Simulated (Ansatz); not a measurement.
**BF3H3N: density, localisation and related maps**

Input

```
crystal:
  periodic: [false, false, false]
  atoms:
    - { symbol: B, position_ang: [0.027145, 0.425925, -0.067066] }
    - { symbol: F, position_ang: [-0.124147, 0.540079, 1.231889] }
    - { symbol: F, position_ang: [1.20478, 0.563243, -0.600162] }
    - { symbol: F, position_ang: [-1.028633, 0.322149, -0.821398] }
    - { symbol: "N", position_ang: [0.109846, -2.159431, 0.835448] }
    - { symbol: H, position_ang: [-0.57219, -2.872257, 0.63851] }
    - { symbol: H, position_ang: [0.955191, -2.598971, 1.160843] }
    - { symbol: H, position_ang: [-0.248392, -1.560238, 1.589935] }
basis:
  gaussian: { orbitals: def2-SVP }
hamiltonian:
  xc: hf
relax:
  f_tol: 0.03
  max_steps: 50
output:
  orbitals: {}
```

Launched as:

```sh
ansatz run input.yaml --threads 1 --pin off --max-ram 2048MiB --backend cpu --events-out ev --progress --plain --runs-dir out
```

The fields are those of the run's last geometry, not of the input's.

Theory: RHF/def2-SVP (Ansatz 0.2.0).

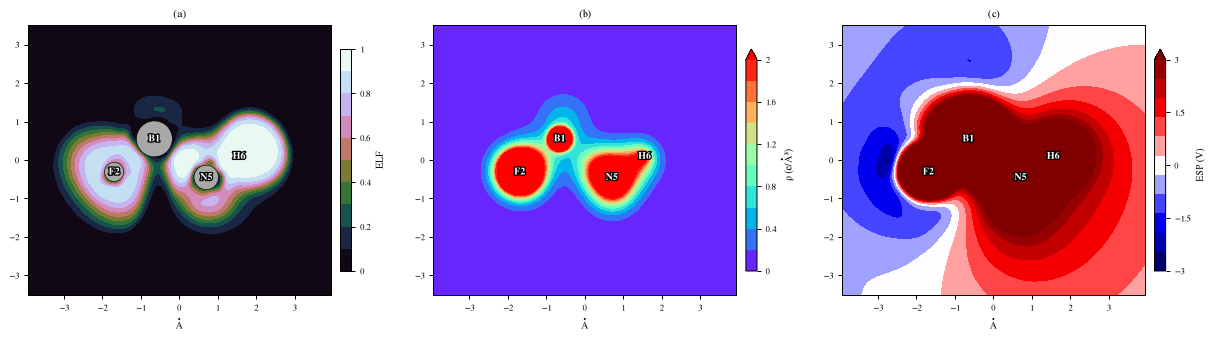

Figure 1. (a) ELF; (b) total electron density; (c) electrostatic potential on the plane of atoms F2, B1 and N5. Grey discs cover the atomic cores in the ELF map.

> What do the fields say about this system?

- The plane passes through B, F, N and H nuclei.
- B–F (1.35 Å): ρ at the midpoint is about 2 e/Å³; the ELF peaks at about 0.85 between the atoms; a shared but strongly polarised pair.
- B–N (1.68 Å): ρ is about 1.1 e/Å³ halfway; the ELF peaks at about 0.95 between the atoms; a shared but strongly polarised pair.
- N–H (1.01 Å): ρ is about 2.9 e/Å³ halfway; the ELF climbs to about 1 towards the hydrogen, as it does in any bond to H: an ordinary covalent bond to hydrogen.
- The ELF also peaks beside F2, away from the bonds: lone-pair regions.
- Outside the dense part of the molecule the potential is most negative (−2.5 V) near F2.

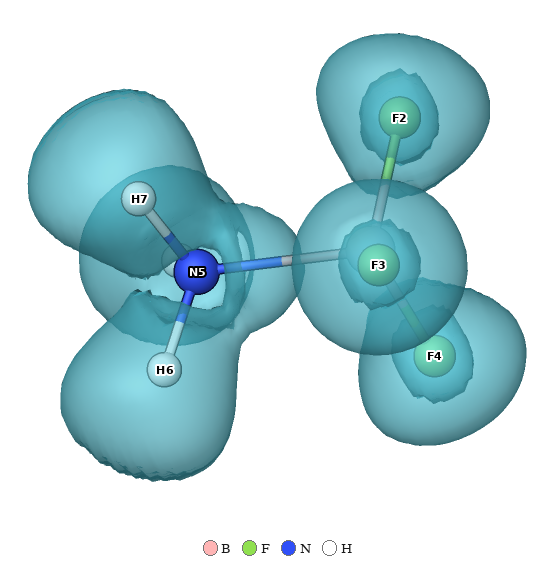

Figure 2. Isosurface of the electron localisation function at 0.75 (cyan), seen at an oblique angle. Only the valence region is drawn (cores and ρ < 0.01 e/Å³ removed).

> Where are the electrons localised?

At this value the surface marks out three regions on F in which the atom's valence shell and bonds are merged and one joined region spread over several atoms (H, N), in which their bonds and any lone pairs are merged.

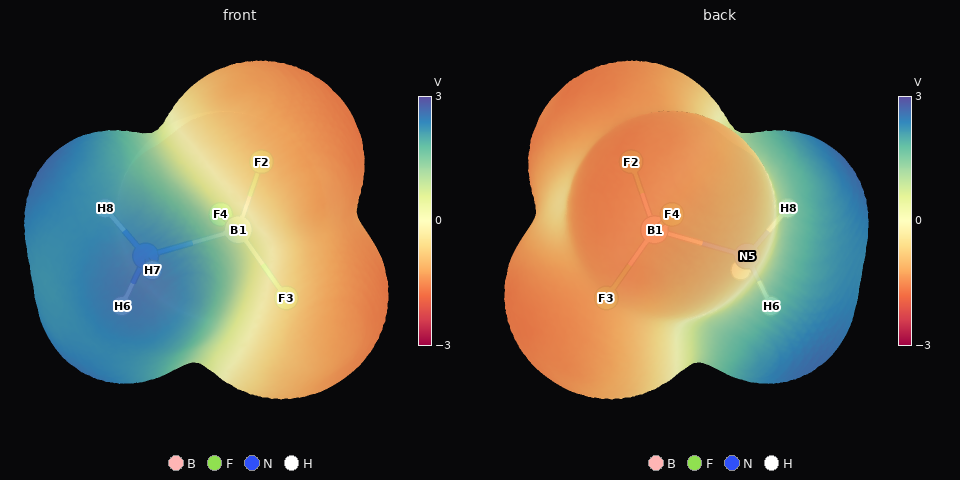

Figure 3. The molecular electrostatic potential painted on the density surface at 0.001 e/bohr³, seen from the front and from behind; the colour scale runs from red (negative) to blue (positive).

> Where is the surface potential most negative and most positive?

The most negative region (about −1.6 V) lies over F2, F3 and F4, the most positive (about +2.6 V) over H6, H7 and H8.
